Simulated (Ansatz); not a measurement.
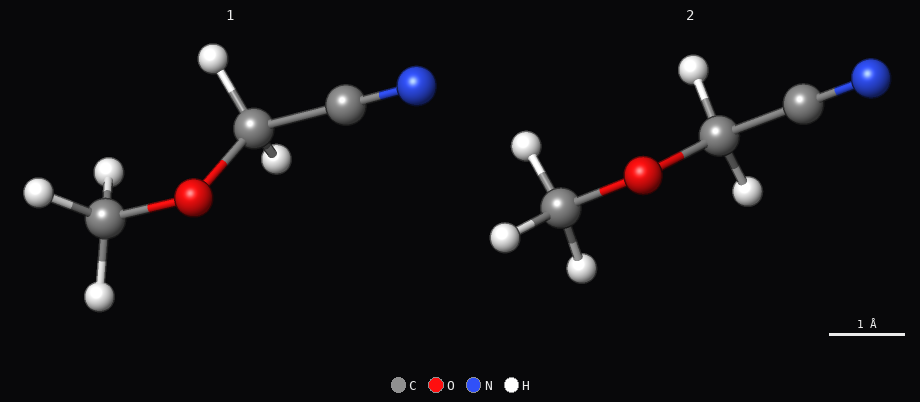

Two geometries of C$_{3}$H$_{5}$NO, drawn at one scale. One is the start of a relaxation, the other its converged end. A ball-and-stick model, seen from a free direction.

All numbers below come from RKS PBE/def2-SVP in Ansatz. Set-up: no spin polarisation; force threshold 0.015 eV/Å; at most 40 steps.

Question: Which geometry has the lower energy?

Answer: Structure 2 is the relaxed one. The run prepares an end point of a later path (torsion) calculation, from a guessed geometry. The largest move after the best rigid fit is that of an H atom, 0.77 Å. Largest moves by element: H 0.77 Å, O 0.33 Å, C 0.16 Å, N 0.14 Å. Among the contacts that change: C–O 1.454 → 1.405 Å, C–C 1.512 → 1.469 Å, C–H 1.083 → 1.121 Å, C–O 1.432 → 1.412 Å. Bond angles that change, for instance: H–C–H 112.1° → 106.2°, O–C–H 107.3° → 112.1°, C–O–C 107.7° → 112.2°. Groups turn about C–O by about 60°. The energy falls by 7.26 kcal/mol in 10 geometry steps. Largest force component: 2.9 eV/Å at the start, 0.005 eV/Å at the end.
